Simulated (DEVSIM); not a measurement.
Structure: abrupt Si n-p junction, at 300 K.

| layer (left to right) | material | thickness (μm) | Nd (cm⁻³) | Na (cm⁻³) | τn (s) | τp (s) |
|---|---|---|---|---|---|---|
| 1 | Si | 0.440 | 6.3e17 | - | 1.8e-5 | 1.8e-5 |
| 2 | Si | 2.40 | - | 2.2e14 | 1.8e-5 | 1.8e-5 |

Left contact: ohmic. Right contact: ohmic. Voltage is applied to the left contact. Recombination: SRH at mid-gap, radiative. Mobility is constant in doping.

This is a model device: material constants are rounded textbook-type values typed into the input, and sizes, dopings and lifetimes were drawn at random. Values at 300 K.

```tsv
parameter	Si
gap (eV)	1.124
affinity (eV)	4.05
permittivity	11.7
Nc (cm⁻³)	2.86e19
Nv (cm⁻³)	3.1e19
μn (cm²/Vs)	1417
μp (cm²/Vs)	470
B (cm³/s)	4.7e-15
```

DEVSIM, 1D drift-diffusion, Boltzmann statistics, complete ionisation; no tunnelling, impact ionisation, image-force lowering or self-heating.

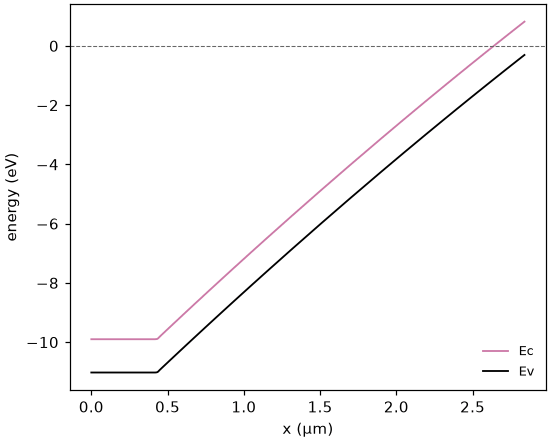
Figure: Band edges at 10.0 V on the left contact

Energies count from the Fermi level of the right contact; mesh points crowd at the junctions.

```json
[
 {"x (μm)": "0.000", "Ec (eV)": "-9.901", "Ev (eV)": "-11.025", "n (cm⁻³)": "6.3e17", "p (cm⁻³)": "180", "field (V/cm)": "≈ 0"},
 {"x (μm)": "0.01791", "Ec (eV)": "-9.901", "Ev (eV)": "-11.025", "n (cm⁻³)": "6.3e17", "p (cm⁻³)": "180", "field (V/cm)": "≈ 0"},
 {"x (μm)": "0.04767", "Ec (eV)": "-9.901", "Ev (eV)": "-11.025", "n (cm⁻³)": "6.3e17", "p (cm⁻³)": "160", "field (V/cm)": "≈ 0"},
 {"x (μm)": "0.09270", "Ec (eV)": "-9.901", "Ev (eV)": "-11.025", "n (cm⁻³)": "6.3e17", "p (cm⁻³)": "150", "field (V/cm)": "≈ 0"},
 {"x (μm)": "0.2115", "Ec (eV)": "-9.901", "Ev (eV)": "-11.025", "n (cm⁻³)": "6.3e17", "p (cm⁻³)": "< 1e2", "field (V/cm)": "≈ 0"},
 {"x (μm)": "0.3129", "Ec (eV)": "-9.901", "Ev (eV)": "-11.025", "n (cm⁻³)": "6.3e17", "p (cm⁻³)": "< 1e2", "field (V/cm)": "≈ 0"},
 {"x (μm)": "0.3743", "Ec (eV)": "-9.901", "Ev (eV)": "-11.025", "n (cm⁻³)": "6.3e17", "p (cm⁻³)": "< 1e2", "field (V/cm)": "≈ 0"},
 {"x (μm)": "0.4188", "Ec (eV)": "-9.900", "Ev (eV)": "-11.025", "n (cm⁻³)": "6.1e17", "p (cm⁻³)": "< 1e2", "field (V/cm)": "1700"},
 {"x (μm)": "0.4380", "Ec (eV)": "-9.872", "Ev (eV)": "-10.996", "n (cm⁻³)": "2.0e17", "p (cm⁻³)": "< 1e2", "field (V/cm)": "49000"},
 {"x (μm)": "0.4551", "Ec (eV)": "-9.783", "Ev (eV)": "-10.907", "n (cm⁻³)": "6.4e15", "p (cm⁻³)": "< 1e2", "field (V/cm)": "49000"},
 {"x (μm)": "0.4821", "Ec (eV)": "-9.652", "Ev (eV)": "-10.776", "n (cm⁻³)": "4.0e13", "p (cm⁻³)": "< 1e2", "field (V/cm)": "48000"},
 {"x (μm)": "0.5579", "Ec (eV)": "-9.286", "Ev (eV)": "-10.410", "n (cm⁻³)": "2.9e7", "p (cm⁻³)": "< 1e2", "field (V/cm)": "48000"},
 {"x (μm)": "0.6647", "Ec (eV)": "-8.773", "Ev (eV)": "-9.897", "n (cm⁻³)": "450000", "p (cm⁻³)": "200", "field (V/cm)": "48000"},
 {"x (μm)": "0.8518", "Ec (eV)": "-7.885", "Ev (eV)": "-9.009", "n (cm⁻³)": "450000", "p (cm⁻³)": "460", "field (V/cm)": "47000"},
 {"x (μm)": "1.312", "Ec (eV)": "-5.753", "Ev (eV)": "-6.877", "n (cm⁻³)": "470000", "p (cm⁻³)": "1100", "field (V/cm)": "46000"},
 {"x (μm)": "1.901", "Ec (eV)": "-3.124", "Ev (eV)": "-4.248", "n (cm⁻³)": "490000", "p (cm⁻³)": "2000", "field (V/cm)": "44000"},
 {"x (μm)": "2.314", "Ec (eV)": "-1.353", "Ev (eV)": "-2.477", "n (cm⁻³)": "510000", "p (cm⁻³)": "2700", "field (V/cm)": "42000"},
 {"x (μm)": "2.537", "Ec (eV)": "-0.421", "Ev (eV)": "-1.545", "n (cm⁻³)": "520000", "p (cm⁻³)": "3100", "field (V/cm)": "41000"},
 {"x (μm)": "2.711", "Ec (eV)": "0.295", "Ev (eV)": "-0.829", "n (cm⁻³)": "520000", "p (cm⁻³)": "380000", "field (V/cm)": "41000"},
 {"x (μm)": "2.777", "Ec (eV)": "0.563", "Ev (eV)": "-0.561", "n (cm⁻³)": "530000", "p (cm⁻³)": "1.1e10", "field (V/cm)": "41000"},
 {"x (μm)": "2.815", "Ec (eV)": "0.715", "Ev (eV)": "-0.409", "n (cm⁻³)": "530000", "p (cm⁻³)": "4.1e12", "field (V/cm)": "40000"},
 {"x (μm)": "2.840", "Ec (eV)": "0.818", "Ev (eV)": "-0.306", "n (cm⁻³)": "530000", "p (cm⁻³)": "2.2e14", "field (V/cm)": "40000"}
]
```
